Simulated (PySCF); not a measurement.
```xyz
13

F     2.7093    1.0685   -0.5184
C     2.1742   -0.0036    0.0711
F     2.7058   -1.0798   -0.5141
F     2.6011   -0.0017    1.3446
C     0.6588   -0.0012    0.0044
N     0.0722    1.1804   -0.0098
C    -1.2506    1.1819   -0.0484
C    -1.9842    0.0034   -0.0709
C    -1.2548   -1.1777   -0.0465
N     0.0680   -1.1808   -0.0078
H    -1.7179    2.1571   -0.0610
H    -3.0608    0.0053   -0.1037
H    -1.7255   -2.1512   -0.0573
```

Geometry: GFN2-xTB.

Theory: PBE0/pcSseg-1, SCF density, gas phase, non-relativistic (PySCF).

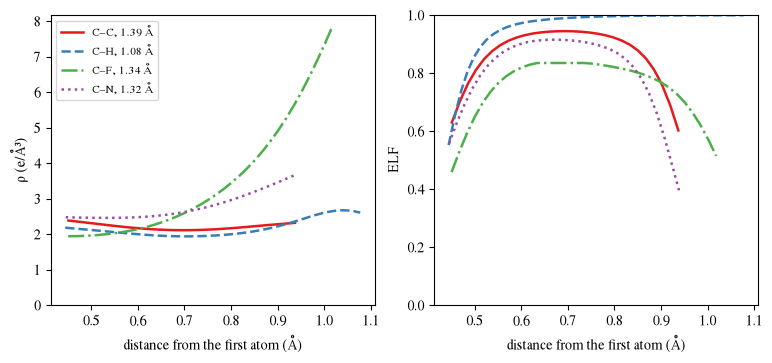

C$_{5}$H$_{3}$F$_{3}$N$_{2}$. Electron density and electron localisation function along straight lines between neighbouring atoms. The curves leave out the atomic cores.

**What kind of bonding do the profiles show?**

C–C (1.39 Å): ρ at the midpoint is about 2.1 e/Å³; the ELF peaks at about 0.95 between the atoms (a covalent bond).
C–H (1.08 Å): ρ at the midpoint is about 2.1 e/Å³; the ELF climbs to about 1 towards the hydrogen, as it does in any bond to H; a covalent bond by its length.
C–F (1.34 Å): ρ is about 2.4 e/Å³ halfway; the ELF peaks at about 0.85 between the atoms: a shared but strongly polarised pair.
C–N (1.32 Å): the density is about 2.5 e/Å³ at the midpoint; the ELF peaks at about 0.90 between the atoms (localised, covalent bonding).
